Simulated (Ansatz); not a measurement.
# AlCo (Pm-3m): from the cell to its phonons

Aim: the phonons of AlCo (Pm-3m) at a cell relaxed beforehand at this level.

Calculated with Ansatz 0.2.0; DFT PBE, scalar-relativistic, plane waves, norm-conserving pseudopotentials.

## Step 1: Starting point

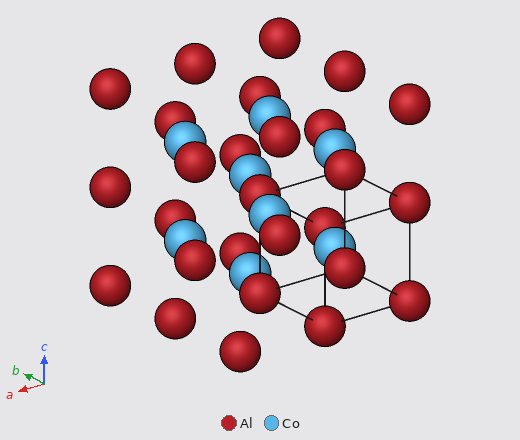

Start, viewed from a free direction; aluminium red, cobalt blue. 2×2×2 cells are drawn. Some periodic images of atoms are drawn too.

## Step 2: Zone-centre response

The cell comes from relaxations at this level that are not shown. The zone centre is the only wavevector solved here; it holds the modes that light can see, as far as symmetry allows. No field response is asked, since the mesh shows no gap.

input.yaml

```yaml
crystal:
  lattice:
    - [2.8517689564, 0.0, 0.0]
    - [0.0, 2.8517689564, 0.0]
    - [0.0, 0.0, 2.8517689564]
  atoms:
    - { symbol: Al, position: [0.0, 0.0, 0.0] }
    - { symbol: Co, position: [0.5, 0.5, 0.5] }
kpoints:
  mp_grid: { grid: [16, 16, 16] }
hamiltonian:
  xc: pbe
  pseudopotentials: { kind: nc }
scf:
  occupations: { method: methfessel_paxton, width: 0.15 }
output:
  eigenvalues: true
phonons:
  method: dfpt
```

Run with:

```bash
ansatz run input.yaml --threads 4 --pin off --max-ram 7168MiB --backend cpu --events-out ev --progress --plain --runs-dir out
```

Numbers of over 12 decimals in the logs are rounded to 6 here.

The program printed:

```text
Engine: ansatz 0.2.0, aarch64-unknown-linux-gnu
Pseudopotentials: kind: nc
Pseudopotential: Al, nc, valence charge 3, recommended cutoff 544.227725 eV (normal), Al.nc.azcp
Pseudopotential: Co, nc, valence charge 17, recommended cutoff 1306.14654 eV (normal), Co.nc.azcp (PseudoDojo's, or run here from an input of PseudoDojo's: the run reads no file of this project's for it)
Functional definition: PBE
  parameter kappa = 0.804
  parameter beta = 0.066725
  exchange = pbe_x(kappa = kappa, mu = beta*pi^2/3)
  correlation = pbe_c(beta = beta)
Crystal: 2 atoms, lattice volume = 23.192 Å³
Basis set: ecut = 1306.14654 eV, 2517 PW (Γ), exchange–correlation on 72×72×72 points (8 copies of the dense FFT grid, shifted against one another)
Bands: 14, of which v1, the nominal top of the filled ones, is band 10 counted from 1 (9 counted from 0)
Symmetry: 48 space group operations
k-points: 405 of 4096 (irreducible under 8 space group operations, time reversal used)
Non-local potential: Al, projectors of the file, l = 0: 2, l = 1: 2, l = 2: 2
Non-local potential: Co, projectors of the file, l = 0: 2, l = 1: 2, l = 2: 2
Initial density: superposition of atomic densities (chi_scale 0.1, normalization cell, long waves kept (reshape's long-wave potential 0.00 eV rms))
Initial wavefunctions: pseudopotential atomic-orbital guess
Functional: x = pbe(κ = 0.804, μ = 0.219515), c = pbe(β = 0.066725)
SCF iter   1: F=—  HF=-4333.095878 eV  |F-HF|=—  |Δ(HF+E_count)|=         —  Δρ=9.25e-2  dr2=1.32e0  ethr=3.10e-3  ⟨swp⟩=4.8  Hψ=28697  notcnv=0
preconditioner: auto → none  [metal: Δε(μ)=0.006 eV  Ē_g=8.568 eV  σ=0.150 eV  W_gap=0.04  n_scr=6 (ndim 8)  ℏωp=26.7 eV  f_vac=0.000  D(μ)=0.98/eV (n_scr^D=6)  sad-step TF]
SCF iter   2: F=—  HF=-4332.925418 eV  |F-HF|=—  |Δ(HF+E_count)|=   1.70e-1  S|Δr|=    0.00e0  Δρ=7.81e-2  dr2=4.99e-1  ethr=3.10e-3  ⟨swp⟩=2.1  Hψ=10464  notcnv=0  defer=18
SCF iter   3: F=—  HF=-4332.823458 eV  |F-HF|=—  |Δ(HF+E_count)|=   1.02e-1  S|Δr|=    0.00e0  Δρ=3.05e-2  dr2=1.61e-1  ethr=2.49e-3  ⟨swp⟩=2.6  Hψ=11120  notcnv=0  defer=18
SCF iter   4: F=—  HF=-4332.793043 eV  |F-HF|=—  |Δ(HF+E_count)|=   3.04e-2  S|Δr|=    0.00e0  Δρ=1.23e-2  dr2=2.36e-2  ethr=8.03e-4  ⟨swp⟩=1.0  Hψ=7051  notcnv=0  defer=13
SCF iter   5: F=—  HF=-4332.787400 eV  |F-HF|=—  |Δ(HF+E_count)|=   5.64e-3  S|Δr|=    0.00e0  Δρ=2.76e-3  dr2=1.23e-3  ethr=1.18e-4  ⟨swp⟩=1.1  Hψ=5853  notcnv=0  defer=13
SCF iter   6: F=—  HF=-4332.787114 eV  |F-HF|=—  |Δ(HF+E_count)|=   2.86e-4  S|Δr|=    0.00e0  Δρ=2.61e-4  dr2=1.13e-5  ethr=6.16e-6  ⟨swp⟩=1.7  Hψ=8039  notcnv=0  defer=13
SCF iter   7: F=—  HF=-4332.787110 eV  |F-HF|=—  |Δ(HF+E_count)|=   3.43e-6  S|Δr|=    0.00e0  Δρ=2.20e-5  dr2=2.57e-8  ethr=5.63e-8  ⟨swp⟩=2.2  Hψ=9436  notcnv=0  defer=13
SCF iter   8: F=—  HF=-4332.787110 eV  |F-HF|=—  |Δ(HF+E_count)|=   7.16e-8  S|Δr|=    0.00e0  Δρ=4.22e-6  dr2=3.20e-9  ethr=1.29e-10  ⟨swp⟩=2.9  Hψ=10937  notcnv=0  defer=13
SCF iter   9: F=-4332.787110 eV  HF=-4332.787110 eV  |F-HF|=9.09e-13  |Δ(HF+E_count)|=  3.87e-10  S|Δr|=    0.00e0  Δρ=2.30e-7  dr2=1.57e-12  ethr=1.00e-12  ⟨swp⟩=6.9  Hψ=37388  notcnv=0
SCF 1 converged in 9 iterations: F = -4332.787110 eV  dr2 = 1.57e-12
DFPT response loops at Γ: preconditioner auto → Kerker (q_TF=auto, 2.662 Å⁻¹) (partly filled bands, converged f_vac=0.004); β = 1.00, the filter's whole step (`scf.mixing.beta` (0.50) is not read by the response loops under this deck's `scf.mixing.preconditioner`; to damp them name `kerker` or `kerker_dos`, under which they read `scf.mixing.beta`, and type it under 1.00, their step now; both keys bind the ground state too); Broyden in place of MSR1
SCF converged after 9 iterations
Stability not checked: this state was not tested for a lower state beside it, because cold or Methfessel-Paxton smearing, or corrected tetrahedra, fill the levels in a way that the test cannot read (fill_not_monotonic; see scf.lower_state_search)
Free energy (F): -4332.787110 eV
Harris-Foulkes:  -4332.787110 eV  (|F-HF|=9.09e-13)
Internal energy: -4332.788521 eV  (E = F + TS)
E sigma→0 (E₀):  -4332.787463 eV
Entropy (-TS):   0.001410 eV (0.705 meV/atom)
Fermi energy:    14.675038 eV
Step filling:    the computed levels leave a gap of 0.0004 eV = 0.0 smearing widths at the electron count; against every level under it full and every level over it empty, smearing changes F+E_penalty+E_count by +0.261 meV and its σ→0 estimate by -0.091 meV
--- Per-component energies (eV) ---
  E_band       = -280.562535
  E_kinetic    = 1873.369650
  E_local      = -3881.189930  (includes V_loc(G=0)·N_el)
  E_nonlocal   = -501.237229
  E_hartree    = 1416.746422
  E_xc         = -899.304998
  E_vxc        = -604.997908  (∫ρ·V_xc dr)
  E_ewald      = -2341.172435
  E_smearing   = 0.001410  (= −TS)
  E_closure    = 0.000000  (closes the sum)
  Σ components = -4332.787110   (vs F -4332.787110, Δ=0.00e0)
--- Band table (eV; the first three rows and the last of 405) ---
  k-point 0: bands = [... 6 lower, 11.6881, 13.8547, 13.8547, 13.8547, 20.5957, 20.5957, 20.5957, 23.3824]
  k-point 1: bands = [... 6 lower, 11.7087, 13.8140, 13.8140, 13.8590, 19.8543, 20.7000, 20.7000, 23.3729]
  k-point 2: bands = [... 6 lower, 11.7680, 13.7023, 13.7023, 13.8710, 18.5297, 21.0029, 21.0029, 23.3445]
  k-point 404: bands = [... 6 lower, 10.7353, 14.4463, 14.4463, 17.0243, 17.0243, 17.0243, 18.7239, 19.9934]
--- Phonons (Γ-DFPT): 2 representative perturbations + reference, on 405 of 4096 k-points (Σ response iterations 6) ---
  k mesh reduced under 8 symmetry operations, with k and −k counted as one. Each operation leaves every solved perturbation unchanged. A smaller set is not used because it would not reduce the number of displacements times k-points to solve
  ASR residual: 7.814e-5 → 0.000e0 eV/Å²; symmetrization residual: 8.927e-6 eV/Å²
  ASR residual per site (eV/Å²): 2.05e-5 7.81e-5
  Γ frequencies (cm⁻¹): 0.00 0.00 0.00 327.24 327.24 327.24
  non-analytic LO–TO correction: not included (Born effective charges unavailable; polar crystals: no LO–TO splitting at Γ)
```

Elapsed: 7.7 min, on 4 threads of Arm Neoverse N1, shared host; peak memory 1.7 GiB; 4.2 min of CPU time.

In the SCF lines HF is the Harris–Foulkes energy and dr2 the Hartree energy of the density residual, in eV; the loop may stop once dr2 is under the threshold and the program's other checks hold. Hψ counts applications of the Hamiltonian.

This step gave:

```
volume per atom                                         : 11.60 Å³
gap on the k-mesh                                       : 0 eV
sum-rule residual before enforcement                    : 7.81e-5 eV/Å²
point group                                             : m-3m
highest optical mode at the zone centre (no LO-TO term) : 327.2 cm⁻¹
lowest optical zone-centre mode                         : 327.2 cm⁻¹
```

Patterns of degenerate modes are one choice out of their space. Modes at Γ, with each element's share of the kinetic energy:

```csv
mode,frequency (cm⁻¹),symmetry,Al %,Co %
1,0.0,acoustic,31,69
2,0.0,acoustic,31,69
3,0.0,acoustic,31,69
4,327.2,T1u,69,31
5,327.2,T1u,69,31
6,327.2,T1u,69,31
```

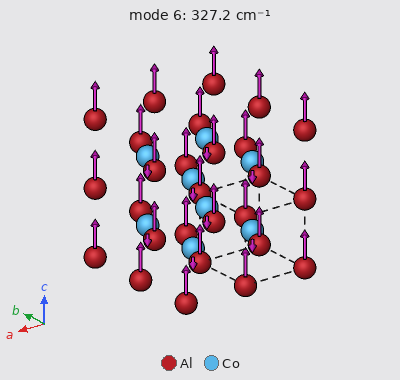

Displacement patterns of mode 6 at Γ; arrows are exaggerated. 2×2×2 cells are drawn. Some periodic images of atoms are drawn too.

Before it was imposed, the acoustic sum rule was missed by 7.8e-5 eV/Å². Small misses are needed for a sound result but don't prove that mesh and cutoff are converged. The lowest optical mode is real, 327 cm⁻¹.

## Step 3: Results

* space group (within 0.01 Å): Pm-3m
* volume per atom: 11.6 Å³
* electronic character: no gap on this mesh
* highest optical mode at the zone centre (no LO-TO term): 327 cm⁻¹
* lowest optical zone-centre mode: 327 cm⁻¹
* imaginary modes at Γ (the only wavevector solved): none

The structure is stable against zone-centre distortions, since no mode there is imaginary; other wavevectors were not solved, so zone-boundary instabilities are untested. The optical modes at Γ form one degenerate level at 327 cm⁻¹. No dispersion was computed. The highest mode in this list at Γ, 327.2 cm⁻¹, has its largest share on Al (69 % of the kinetic energy). With no gap, or one that is small against the smearing, the frequencies hang on the k mesh and the smearing, most of all near Kohn anomalies. The phonon runs are without spin polarisation, although Co often carries a moment. These are harmonic frequencies at zero temperature: anharmonic shifts, linewidths and thermal expansion are left out.

[Logs are printed without paths, hosts, clocks, repeated set-up lines and the standing remarks that a program may print on its own settings, such as how far it seeks lower states.]

[Hosts, paths, dates, database ids (printed as entryN), source tags and the programs' standing remarks are cut or masked in the printed files.]
